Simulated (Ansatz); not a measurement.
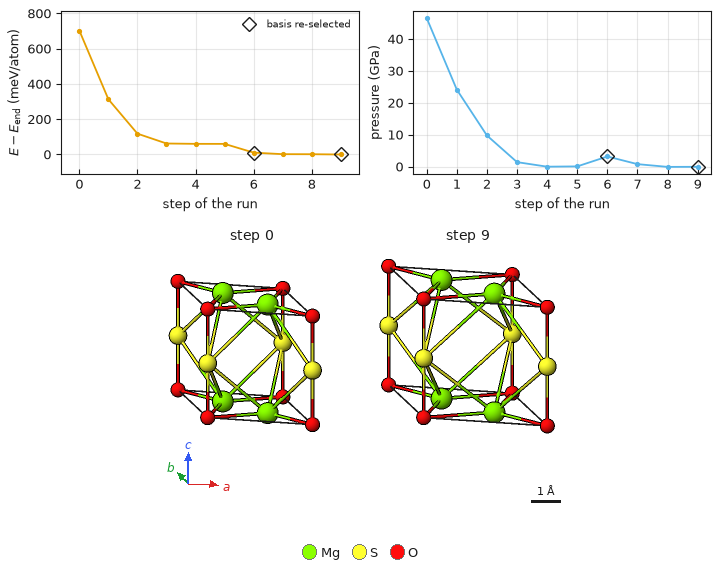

First and last geometry of a relaxation of a crystal of Mg₂SO (a generated structure, set up in P6/mmm) (coarse preliminary run), with the history of the run. A ball-and-stick model of the cell of the calculation, seen slightly off an axis.

Level of theory: Ansatz, DFT PBE, scalar-relativistic, plane waves, PAW.

Input
```yaml
crystal:
  lattice:
    - [3.80772925, 0.0, 0.0]
    - [-1.90386462, 3.29759026, 0.0]
    - [0.0, 0.0, 3.96642943]
  atoms:
    - { symbol: Mg, position: [0.33333333, 0.66666667, 0.0] }
    - { symbol: Mg, position: [0.66666667, 0.33333333, 0.0] }
    - { symbol: S, position: [0.0, 0.0, 0.5] }
    - { symbol: O, position: [0.0, 0.0, 0.0] }
basis:
  ecutwfc: 420
kpoints:
  mp_grid: { grid: [6, 6, 4] }
hamiltonian:
  xc: pbe
scf:
  occupations: { method: gaussian, width: 0.1 }
  lower_state_search: "off"
output:
  forces: true
  stress: true
  eigenvalues: true
relax:
  adjacent_minimum: "off"
  f_tol: 0.04
  max_steps: 70
  cell: { stress_tol: 0.4 }
```

Run as
```bash
ansatz run input.yaml --threads 1 --pin off --max-ram 2048MiB --backend cpu --events-out ev --progress --plain --runs-dir out
```

Read the history and describe the run.

It converged. The energy falls by 703 meV per atom in 7 accepted moves (9 points after the start). All forces vanish by symmetry, so only the cell relaxes. Pressure: 46.54 GPa at the start and −0.04 GPa at the end. The SCF was repeated twice at an unchanged geometry on a basis and grid sized afresh for the cell, which shifted the energy by 49.5 meV per atom at most. The atoms keep their places relative to the cell (all moves are under 0.005 Å). The drawn cell changes as follows: a = b 3.808 → 4.489 Å (+17.9 %), c 3.966 → 4.337 Å (+9.3 %); the volume changes by +52.0 %. Some distances before and after: Mg1–S3 2.961 → 3.379 Å, Mg1–Mg2 2.198 → 2.592 Å, Mg1–O4 2.198 → 2.592 Å, S3–O4 1.983 → 2.168 Å. The space group stays P6/mmm (No. 191). The run took 17 s on 1 thread of Arm Neoverse V1, on a shared host, peak memory 0.33 GiB.

Limits of the set-up: the k-point mesh is coarse for a cell with partly filled bands.
